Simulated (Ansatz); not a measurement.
# CAM-B3LYP/def2-TZVPP run of H3NO (hydroxylamine)

What is the electronic atomisation energy of H3NO (hydroxylamine) at CAM-B3LYP/def2-TZVPP? 

The calculation is run with Ansatz 0.2.0.

54 further runs of the same task are left out: 54 set aside as unsound or not needed.

## 1. Starting point

The species is H3NO (5 atoms), meant as a singlet with charge 0. SMILES: `NO`. The shape is that of a PBE0-D4/def2-TZVP optimisation. This is one conformer, not always the lowest.

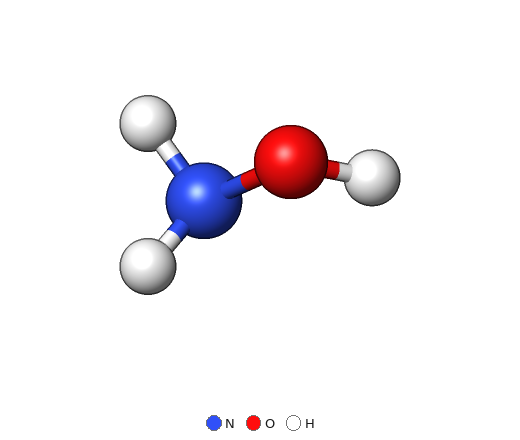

The structure, seen from a chosen angle (nitrogen blue, oxygen red, hydrogen white).

## 2. The energy at CAM-B3LYP/def2-TZVPP

Contents of in.yaml:

```yaml
crystal:
  periodic: [false, false, false]
  atoms:
    - symbol: N
      position_ang: [-0.165120, -0.361290, -0.321170]
    - symbol: O
      position_ang: [0.364460, 0.666040, 0.508060]
    - symbol: H
      position_ang: [-0.162690, -1.190020, 0.266770]
    - symbol: H
      position_ang: [-1.141650, -0.109840, -0.446210]
    - symbol: H
      position_ang: [1.105010, 0.995100, -0.007440]
basis:
  gaussian: {orbitals: def2-TZVPP}
hamiltonian: {xc: {name: CAM-B3LYP}}
accuracy: high
output: {orbitals: {seedname: orbitals}}
```

Run with:

```console
$ ansatz run in.yaml --threads 1 --pin off --max-ram 3480MiB --events-out events.jsonl --progress --plain --runs-dir runs
```

The log of the run:

```text
Warning: RAYON_NUM_THREADS=1 ignored (pool sized by the plan → 1); use --threads N
Functional definition: CAM-B3LYP
  name "CAM-B3LYP"
  parameter alpha = 0.19
  parameter beta = 0.46
  parameter omega = 0.33/bohr
  parameter ac = 0.81
  exchange = (1 - alpha - beta)*b88_x + beta*b88_x_sr(omega) + alpha*exact_x + beta*exact_x_lr(omega)
  correlation = (1 - ac)*vwn5_c + ac*lyp_c
1821 factors; integrals over basis functions are off by at most 3.5e-9 eV
255 factors; integrals over basis functions are off by at most 2.4e-9 eV
mean field evaluation 1: about -3581.3089 eV, gradient 4.3e1 eV
mean field evaluation 2: about -3581.1311 eV, gradient 4.5e1 eV
mean field evaluation 4: about -3584.5461 eV, gradient 1.8e0 eV
mean field evaluation 8: about -3584.5485 eV, gradient 2.7e-2 eV
mean field evaluation 16: about -3584.5485 eV, gradient 2.2e-6 eV
mean field -3584.54850152 eV, -131.7297277368 hartree, gradient 7.8e-8 eV, S^2 0.000000; 0 other end points of the search recorded, 0 dependent functions left out
reference -3584.54851641 eV, -131.7297282838 hartree; 9, 9 occupied and 95, 95 virtual orbitals, 1821 factors
Total energy: -3584.54851641 eV, -131.7297282838 hartree
```

It took 3.9 s on 1 thread of Arm Neoverse V2, shared host; peak memory 0.26 GiB.

## 3. The H atom, same level

Contents of molecule.yaml:

```yaml
crystal:
  periodic: [false, false, false]
  atoms:
    - symbol: H
      position_ang: [0.000000, 0.000000, 0.000000]
basis:
  gaussian: {orbitals: def2-TZVPP}
total_charge: 0
magnetization: {spin_polarized: true, initial_magnetization: 1}
hamiltonian: {xc: {name: CAM-B3LYP}}
accuracy: high
```

Run the same way, it converges to -0.49881 Eh (log not shown).

## 4. The N atom, same level

Contents of in.yaml:

```yaml
crystal:
  periodic: [false, false, false]
  atoms:
    - {symbol: N, position_ang: [0.000000, 0.000000, 0.000000]}
basis:
  gaussian: {orbitals: def2-TZVPP}
magnetization: {spin_polarized: true, initial_magnetization: 3}
hamiltonian: {xc: {name: CAM-B3LYP}}
accuracy: high
```

Run the same way, it converges to -54.58263 Eh (log not shown).

## 5. The O atom at the same level

Contents of molecule.yaml:

```yaml
crystal:
  periodic: [false, false, false]
  atoms:
    - {symbol: O, position_ang: [0.000000, 0.000000, 0.000000]}
basis:
  gaussian:
    orbitals: def2-TZVPP
magnetization:
  spin_polarized: true
  initial_magnetization: 2
hamiltonian:
  xc: {name: CAM-B3LYP}
accuracy: high
```

Run with:

```console
$ ansatz run molecule.yaml --threads 1 --pin off --max-ram 3480MiB --events-out events.jsonl --progress --plain --runs-dir runs
```

The log of the run, shortened:

```text
Warning: RAYON_NUM_THREADS=1 ignored (pool sized by the plan → 1); use --threads N
[... 8 set-up lines as earlier in the session ...]
306 factors; integrals over basis functions are off by at most 3.5e-9 eV
100 factors; integrals over basis functions are off by at most 6.7e-10 eV
mean field evaluation 1: about -2042.7207 eV, gradient 7.1e0 eV
mean field evaluation 2: about -2042.8213 eV, gradient 2.8e0 eV
mean field evaluation 4: about -2042.8470 eV, gradient 6.0e-2 eV
mean field evaluation 8: about -2042.8473 eV, gradient 1.0e-3 eV
mean field evaluation 16: about -2042.8473 eV, gradient 3.8e-8 eV
mean field -2042.84733909 eV, -75.0732550201 hartree, gradient 3.8e-8 eV, S^2 2.003419; 0 other end points of the search recorded, 0 dependent functions left out
reference -2042.84734816 eV, -75.0732553534 hartree; 5, 3 occupied and 26, 28 virtual orbitals, 306 factors
Total energy: -2042.84734816 eV, -75.0732553534 hartree
```

Run time: 0.48 s. Hardware: 1 thread of Arm Neoverse V2, shared host.

## 6. What came out

Level: CAM-B3LYP/def2-TZVPP.

| quantity | value |
| --- | --- |
| molecule: total energy | -131.72973 Eh |
| molecule: HOMO energy | -9.00 eV |
| molecule: LUMO energy | 1.87 eV |
| molecule: HOMO–LUMO gap | 10.86 eV |
| H atom: total energy | -0.49881 Eh |
| H atom: ⟨S²⟩ | 0.750 |
| N atom: total energy | -54.58263 Eh |
| N atom: ⟨S²⟩ | 3.753 |
| O atom: total energy | -75.07326 Eh |
| O atom: ⟨S²⟩ | 2.003 |
| electronic atomisation energy | 15.712 eV |

What this shows: Taking the molecule apart into free atoms costs 15.71 eV (362 kcal/mol), before zero-point energy and without spin-orbit coupling.
